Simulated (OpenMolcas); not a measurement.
**triplet GeSiH3ClO at 6 levels**

Aim: a comparison of 6 runs (UHF/STO-3G, UBHLYP/cc-pVDZ, UM06-2X/cc-pVDZ, UPBE/cc-pVDZ, UB3LYP/6-31G*, ROMP2/cc-pVDZ) of triplet GeSiH3ClO. 

The results are computed with OpenMolcas 26.06.

### Step 1. The system as given

GeSiH3ClO has 7 atoms, charge 0, and is taken as a triplet. SMILES of the parent species: `[SiH3][O][Ge][Cl]`. Geometry: relaxed at PBE0-D4/def2-TZVP. This is one conformer, not always the lowest. That shape belongs to the parent species and isn't relaxed for this state.

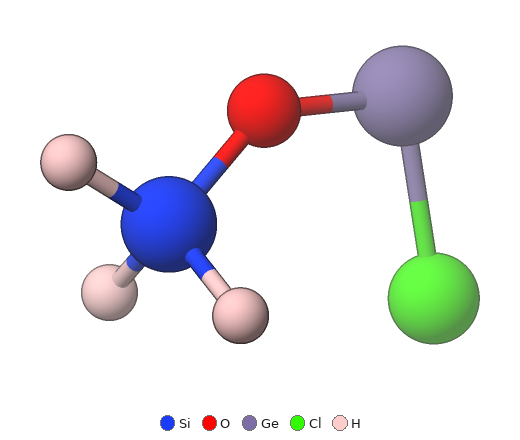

Viewed from a chosen angle; silicon blue, oxygen red, germanium purple, chlorine green, hydrogen pink.

### Step 2. A single-point energy at UHF/STO-3G (run 1)

File test.inp:

```
&GATEWAY
  BasLib=$CurrDir
  Coord
  7
  angstrom
  Si       0.184400       0.664200      -0.614200
  O        0.434500      -0.959500      -0.413800
  Ge       0.076600      -2.215900       0.776900
  Cl      -0.991800      -0.995100       2.277600
  H        0.795900       1.045400      -1.911300
  H       -1.268900       0.965100      -0.643300
  H        0.830700       1.427800       0.482400
  Basis=STO-3G
  Group=NoSym

&SEWARD

&SCF
  UHF
  Spin=3
  Thresholds=1e-10 1e-07 1e-07 1e-05
  PrOrbitals=0
```

The basis set STO-3G is read from a file made from the Basis Set Exchange's data (not shown).

On the command line:

```
$ export MOLCAS_MEM=1860
$ pymolcas test.inp > test.log
```

What it wrote:

```text
--- Start Module: gateway ---
[...]
--- Stop Module: gateway /rc=_RC_ALL_IS_WELL_ ---
--- Start Module: seward ---
[...]
      Basis functions           44
--- Stop Module: seward /rc=_RC_ALL_IS_WELL_ ---
--- Start Module: scf ---
[...]
       Convergence after  19 Iterations
[...]
::    Total SCF energy                              -2867.5167357360
[...]
      Total spin, S                                     1.0010261593
[...]
      Total electronic charge=   74.000000
      Total            charge=   -0.000000
[...]
      Dipole Moment (debye):
      Origin of the operator (angstrom)=   -0.1062   -1.2310    0.7132
                   X=  1.4227E+00               Y= -2.4857E+00               Z= -1.6419E+00           Total=  3.3013E+00
      Quadrupole Moment (debye*angstrom):
[...]
--- Stop Module: scf /rc=_RC_ALL_IS_WELL_ ---
[...]
```

It took 1.5 s on 1 thread of Intel Xeon 6975P-C (Granite Rapids), shared host; peak memory 0.38 GiB.

### Step 3. The energy at UBHLYP/cc-pVDZ (run 2)

File test.inp:

```
>>> EXPORT MOLCAS_PRINT=2

&GATEWAY
 BasLib=$CurrDir
 Coord
 7
 bohr
 Si     0.34846550     1.25515609    -1.16066979
 O      0.82108600    -1.81319222    -0.78196867
 Ge     0.14475302    -4.18744412     1.46812823
 Cl    -1.87423037    -1.88046647     4.30404022
 H      1.50403302     1.97551969    -3.61183354
 H     -2.39787348     1.82377468    -1.21566082
 H      1.56979549     2.69815096     0.91160388
 Basis=cc-pVDZ
 Group=NoSym

&SEWARD
 GridInput
 Grid=UltraFine
 End of Grid

&SCF
 UHF
 Spin=3
 KSDFT=HYB_GGA_XC_BHANDHLYP
 Thresholds=1e-10 1e-07 1e-07 1e-05
 PrOrbitals=1 2
```

The basis set cc-pVDZ is read from a file made from the Basis Set Exchange's data (not shown).

On the command line:

```
$ export MOLCAS_MEM=1860
$ pymolcas test.inp > test.log
```

What it wrote:

```text
--- Start Module: gateway ---
[...]
--- Stop Module: gateway /rc=_RC_ALL_IS_WELL_ ---
--- Start Module: seward ---
[...]
      Basis functions           92
--- Stop Module: seward /rc=_RC_ALL_IS_WELL_ ---
[...]
--- Start Module: scf ---
[...]
       Convergence after  22 Iterations
[...]
::    Total KS-DFT energy                           -2903.6205639028
[...]
      Total spin, S                                     1.0021627812
[...]
      Total electronic charge=   74.000000
      Total            charge=   -0.000000
[...]
      Dipole Moment (debye):
      Origin of the operator (angstrom)=   -0.1062   -1.2310    0.7132
                   X=  4.4091E-01               Y= -1.3034E+00               Z= -2.8758E-01           Total=  1.4057E+00
      Quadrupole Moment (debye*angstrom):
[...]
--- Stop Module: scf /rc=_RC_ALL_IS_WELL_ ---
[...]
```

Run time: 45 s. Hardware: 1 thread of Intel Xeon 6975P-C (Granite Rapids), shared host; peak memory 0.51 GiB.

Runs 3 to 4 aren't shown in full; the table further down has their settings and results.

### Step 4. A single-point energy at UB3LYP/6-31G(d) (Cartesian functions) (run 5)

File calc.inp:

```
&GATEWAY
  BasLib = $CurrDir
  Coord
  7
  angstrom
  Si       0.184400       0.664200      -0.614200
  O        0.434500      -0.959500      -0.413800
  Ge       0.076600      -2.215900       0.776900
  Cl      -0.991800      -0.995100       2.277600
  H        0.795900       1.045400      -1.911300
  H       -1.268900       0.965100      -0.643300
  H        0.830700       1.427800       0.482400
  Basis = 6-31Gs
  Group = NoSym

&SEWARD
  GridInput
  Grid=UltraFine
  End of Grid

&SCF
  UHF
  Spin = 3
  KSDFT = B3LYP
  Thresholds = 1e-10 1e-07 1e-07 1e-05
  PrOrbitals = 0
```

The basis set 6-31G* is read from a file made from the Basis Set Exchange's data (not shown).

On the command line:

```
$ export MOLCAS_MEM=1860
$ pymolcas calc.inp > calc.log
```

What it wrote:

```text
--- Start Module: gateway ---
[...]
--- Stop Module: gateway /rc=_RC_ALL_IS_WELL_ ---
--- Start Module: seward ---
[...]
      Basis functions           94
--- Stop Module: seward /rc=_RC_ALL_IS_WELL_ ---
[...]
--- Start Module: scf ---
[...]
       Convergence after  24 Iterations
[...]
::    Total KS-DFT energy                           -2903.4668898636
[...]
      Total spin, S                                     1.0010989623
[...]
      Total electronic charge=   74.000000
      Total            charge=   -0.000000
[...]
      Dipole Moment (debye):
      Origin of the operator (angstrom)=   -0.1062   -1.2310    0.7132
                   X=  3.4277E-01               Y= -8.3928E-01               Z= -2.9524E-01           Total=  9.5344E-01
      Quadrupole Moment (debye*angstrom):
[...]
--- Stop Module: scf /rc=_RC_ALL_IS_WELL_ ---
[...]
```

Run time: 37 s. Hardware: 1 thread of Intel Xeon 6975P-C (Granite Rapids), shared host; peak memory 0.52 GiB.

### Step 5. A single-point energy at ROMP2/cc-pVDZ (run 6)

File calc.inp:

```
* ClGeH3OSi ROMP2
>>> EXPORT MOLCAS_PRINT=2
&gateway
baslib=$CurrDir
coord
7
angstrom
Si       0.184400       0.664200      -0.614200
O        0.434500      -0.959500      -0.413800
Ge       0.076600      -2.215900       0.776900
Cl      -0.991800      -0.995100       2.277600
H        0.795900       1.045400      -1.911300
H       -1.268900       0.965100      -0.643300
H        0.830700       1.427800       0.482400
basis=cc-pVDZ
group=NoSym
&seward
&scf
uhf
spin=3
thresholds=1e-10 1e-07 1e-07 1e-05
prorbitals=0
&rasscf
fileorb=$Project.UnaOrb
spin=3
nactel=2 0 0
inactive=36
ras2=2
outorbitals=Canonical
orblisting=Nothing
&caspt2
ipea=0.0
frozen=20
```

The basis set cc-pVDZ is read from a file made from the Basis Set Exchange's data (not shown).

On the command line:

```
$ export MOLCAS_MEM=1860
$ pymolcas calc.inp > calc.log
```

What it wrote:

```text
--- Start Module: gateway ---
[...]
--- Stop Module: gateway /rc=_RC_ALL_IS_WELL_ ---
[...]
      Basis functions           92
[...]
       Convergence after  22 Iterations
[...]
::    Total SCF energy                              -2900.3955820748
[...]
      Total spin, S                                     1.0028094629
[...]
--- Start Module: rasscf ---
[...]
      Number of active orbitals                  2
[...]
      Spin quantum number                      1.0
[...]
      Active orbitals                            2
[...]
      Number of CSFs                             1
[...]
      Number of root(s) required                 1
[...]
      Convergence after  9 iterations
[...]
      printout of CI-coefficients larger than  0.05 for root  1
      energy=   -2900.392880
      conf/sym  11     Coeff  Weight
             1  uu   1.00000 1.00000
      Natural orbitals and occupation numbers for root  1
      sym 1:   1.000000   1.000000
      ************************************************************************************************************************
      *                                                    Final results                                                     *
[...]
::    RASSCF root number  1 Total energy:  -2900.39288040
[...]
      Total electronic charge=   74.000000
      Total            charge=   -0.000000
[...]
      Dipole Moment (debye):
      Origin of the operator (angstrom)=   -0.1062   -1.2310    0.7132
                   X=  7.0743E-01               Y= -1.9641E+00               Z= -5.1466E-01           Total=  2.1501E+00
      Quadrupole Moment (debye*angstrom):
[...]
--- Stop Module: rasscf /rc=_RC_ALL_IS_WELL_ ---
[...]
--- Start Module: caspt2 ---
[...]
 ###    WARNING: User changed nr of frozen orbitals.                         ###
 ###############################################################################
[...]
      E2 (Variational):          -0.4976797895
      Total energy:           -2900.8905601864
[...]
      Reference weight:           0.84469
[...]
::    CASPT2 Root  1     Total energy:  -2900.89056019
[...]
--- Stop Module: caspt2 /rc=_RC_ALL_IS_WELL_ ---
[...]
```

Wall time 14 s (1 thread of Intel Xeon 6975P-C (Granite Rapids), shared host); peak memory 0.51 GiB.

### Step 6. The series

```csv
run,level,integration grid,Cartesian functions,energy (Eh),dipole moment (D),HOMO energy (eV),⟨S²⟩,wall time
1,UHF/STO-3G,–,no,-2867.516736,3.30,-5.01,2.003,1.5 s
2,UBHLYP/cc-pVDZ,UltraFine,no,-2903.620564,1.41,-5.90,2.006,45 s
3,UM06-2X/cc-pVDZ,UltraFine,no,-2903.622737,1.45,-6.00,2.005,62 s
4,UPBE/cc-pVDZ,UltraFine,no,-2902.933526,0.87,-3.79,2.002,52 s
5,UB3LYP/6-31G* (Cartesian functions),UltraFine,yes,-2903.466890,0.95,-4.63,2.003,37 s
6,ROMP2/cc-pVDZ,–,no,-2900.890560,–,–,–,14 s
```

### Step 7. Outcome

| quantity | value |
| --- | --- |
| run 6: total energy | -2900.89056 Eh |

Over runs 1, 2, 3, 4, 5 the dipole moment (its size) runs from 0.87 D (UPBE/cc-pVDZ) to 3.30 D (UHF/STO-3G). The two ends differ in method and basis. Totals of different functionals can't be ranked against each other. In run 1 the basis is minimal, so the values are rough. All runs together took 3.5 min, the longest 62 s.
